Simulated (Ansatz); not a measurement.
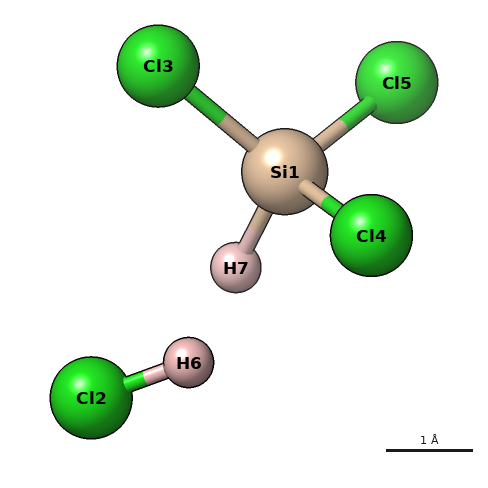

The geometry was computed by an optimisation with PBE0-D4/def2-TZVP.

Which hydrogen bonds does the structure hold? Count O, N, F, S and Cl donors.

| D–H···A | D–H (Å) | H···A (Å) | angle (°) | kind |
| --- | --- | --- | --- | --- |
| Cl2–H6···Cl4 | 1.28 | 2.67 | 143 | intermolecular |
